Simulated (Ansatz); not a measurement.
```
Hg W O
1.0
     5.94156    0.00000    0.00000
     0.00000    5.94156    0.00000
     0.00000    0.00000    5.94156
Hg W O
6 2 8
Direct
  0.00000 0.00000 0.50000
  0.50000 0.50000 0.00000
  0.00000 0.50000 0.00000
  0.50000 0.00000 0.50000
  0.50000 0.00000 0.00000
  0.00000 0.50000 0.50000
  0.00000 0.00000 0.00000
  0.50000 0.50000 0.50000
  0.25000 0.25000 0.25000
  0.75000 0.75000 0.75000
  0.25000 0.25000 0.75000
  0.75000 0.75000 0.25000
  0.25000 0.75000 0.25000
  0.75000 0.25000 0.75000
  0.75000 0.25000 0.25000
  0.25000 0.75000 0.75000
```

Space group Im-3m; a structure generated by program, which may or may not match a known phase; spin-polarised.

All numbers below come from DFT PBE, scalar-relativistic, plane waves, PAW (Ansatz 0.2.0).

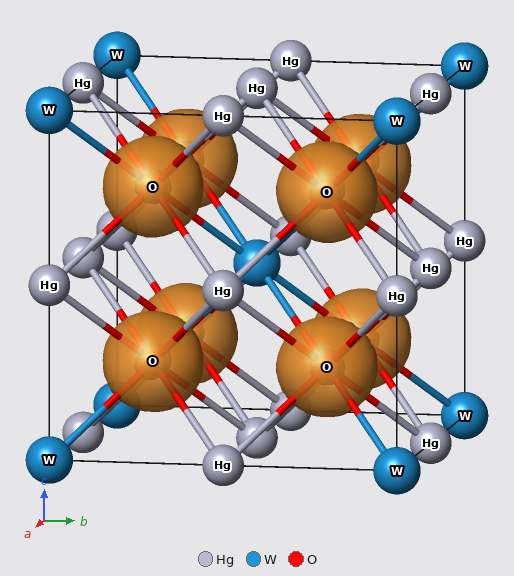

Hg₃WO₄. Isosurface of the ELF at 0.65 (orange), seen slightly off an axis. Only the valence region is drawn (cores and ρ < 0.01 e/Å³ removed). Sticks mark near contacts.

Question: Identify the bonds, lone pairs and shells in this picture.

Answer: The ELF exceeds this value in eight regions wrapped around O (the valence shell of each), counted in one cell of 16 atoms. Regions shared between cells count once. Along the contacts the grid gives the following. Hg–O (2.57 Å): the ELF is about 0.10 at the midpoint; no shared electron pair shows on this line. W–O (2.57 Å): the ELF is about 0.15 at the midpoint; no localised pair shows between them.
